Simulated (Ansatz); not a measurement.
**Redistribution: C2H3ClO + C4H9I → C2H3IO + C4H9Cl**

Species: C2H3ClO (acetyl chloride) `CC(=O)Cl`, singlet; C4H9I (tert-butyl iodide) `CC(C)(C)I`, singlet; C2H3IO (acetyl iodide) `CC(=O)I`, singlet; C4H9Cl (2-chloro-2-methylpropane) `CC(C)(C)Cl`, singlet. The partners trade Cl for I; both sit on C, so the bond types are kept.

Shapes, held fixed at every level: PBE0-D4/def2-TZVP. Programs: Ansatz 0.2.0. The zero-point and thermal change to 298 K, harmonic and unscaled (PBE0-D4/def2-TZVP), is -0.1 kJ/mol.

**What was measured.** Tabulated heats of formation (Active Thermochemical Tables, CRC Handbook of Chemistry and Physics): C2H3ClO -241.5 (ATcT); C4H9I -72.1 (CRC); C2H3IO -126.4 (CRC); C4H9Cl -182.2 (CRC) kJ/mol, which give ΔH(298 K) = +5.0 kJ/mol.

```json
{"level": "SPW92/def2-TZVPP", "kind": "LDA", "ΔH (kJ/mol)": "+2.8", "computed − measured": "-2.2"}
{"level": "B3LYP-D4/def2-TZVPP", "kind": "global hybrid", "ΔH (kJ/mol)": "+1.2", "computed − measured": "-3.7"}
{"level": "r2SCAN0-D4/def2-TZVPP", "kind": "global hybrid", "ΔH (kJ/mol)": "+3.3", "computed − measured": "-1.7"}
{"level": "wB97X-V/def2-TZVPP", "kind": "range-separated hybrid", "ΔH (kJ/mol)": "+5.2", "computed − measured": "+0.3"}
{"level": "B2PLYP/def2-TZVPP", "kind": "double hybrid", "ΔH (kJ/mol)": "+2.1", "computed − measured": "-2.9"}
{"level": "MP2/def2-TZVPP", "kind": "perturbation theory", "ΔH (kJ/mol)": "+9.1", "computed − measured": "+4.2"}
{"level": "CCSD(T)/def2-SVP", "kind": "coupled cluster or CI", "ΔH (kJ/mol)": "+5.7", "computed − measured": "+0.7"}
{"level": "CCSD(T)/def2-TZVPP", "kind": "coupled cluster or CI", "ΔH (kJ/mol)": "+7.4", "computed − measured": "+2.4"}
```

Nearest: wB97X-V/def2-TZVPP (+0.3); farthest: MP2/def2-TZVPP (+4.2). 8 of 8 levels lie within 10 kJ/mol. The heats of C4H9I, C2H3IO, C4H9Cl come from older tables and can be uncertain by 10 kJ/mol or more. For atoms past krypton def2 sets carry core potentials with scalar relativity. Outer-core shells of I are correlated in most correlated rows, in sets that cover them unevenly.

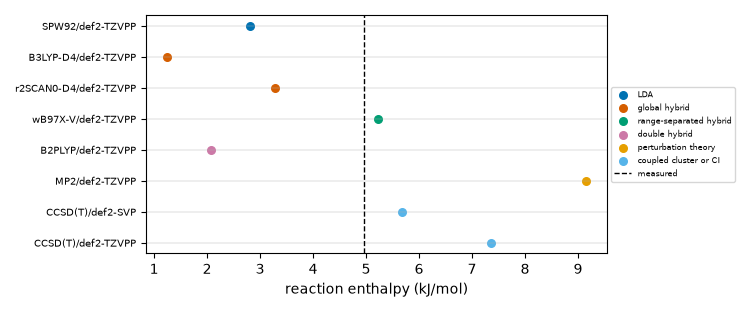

The values of the table, level by level.
